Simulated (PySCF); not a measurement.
```yaml
atoms:
  - { symbol: C, position_ang: [1.6135, 3.1169, 0.1834] }
  - { symbol: C, position_ang: [1.2926, 1.9846, -0.0558] }
  - { symbol: P, position_ang: [0.8206, 0.3205, -0.4774] }
  - { symbol: O, position_ang: [0.8525, 0.0169, -1.9098] }
  - { symbol: C, position_ang: [1.9564, -0.6651, 0.5389] }
  - { symbol: C, position_ang: [2.6360, -1.6403, -0.0370] }
  - { symbol: C, position_ang: [-0.7999, 0.1513, 0.3045] }
  - { symbol: C, position_ang: [-1.8008, -0.3314, -0.4188] }
  - { symbol: C, position_ang: [-3.1905, -0.5480, 0.0621] }
  - { symbol: H, position_ang: [1.8938, 4.1070, 0.4012] }
  - { symbol: H, position_ang: [2.0330, -0.4286, 1.5901] }
  - { symbol: H, position_ang: [3.3223, -2.2777, 0.4977] }
  - { symbol: H, position_ang: [2.5152, -1.8212, -1.0940] }
  - { symbol: H, position_ang: [-0.9074, 0.4392, 1.3402] }
  - { symbol: H, position_ang: [-1.6009, -0.5927, -1.4513] }
  - { symbol: H, position_ang: [-3.3023, -0.2441, 1.1002] }
  - { symbol: H, position_ang: [-3.8869, 0.0198, -0.5539] }
  - { symbol: H, position_ang: [-3.4559, -1.6007, -0.0320] }
```

Geometry: GFN2-xTB.

Computed with PBE0/pcSseg-1, SCF density, gas phase, non-relativistic in PySCF.

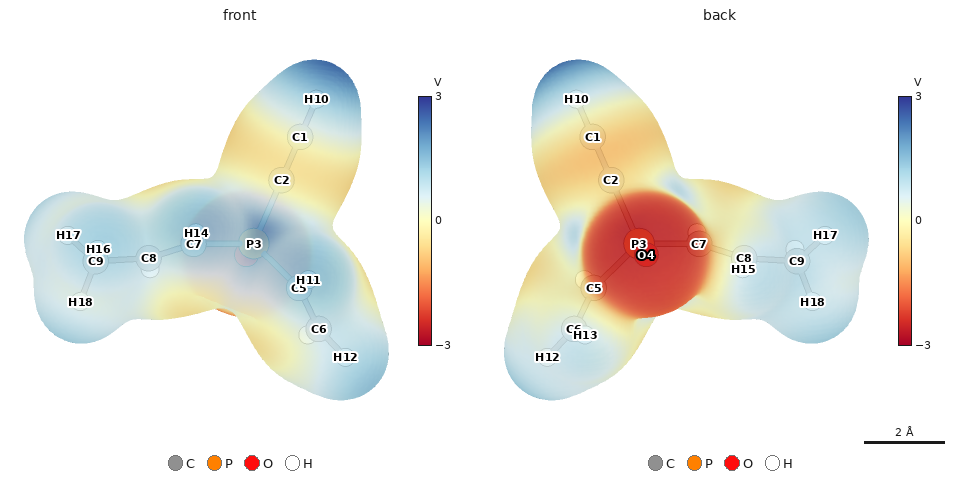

C7H9OP. The electrostatic potential painted on the density surface at 0.004 e/bohr³, seen from the front and from behind; the colour scale runs from red (negative) to blue (positive).

**Which sites attract a positive test charge, and which a negative one?**

A positive charge is drawn to the negative regions and a negative charge to the positive ones. The most negative region (about −2.5 V) lies over O4, the most positive (about +2.3 V) over H10. O4 is the likeliest acceptor of a hydrogen bond.

**What dipole moment does the calculation give?**

Its dipole moment is 3.64 D.
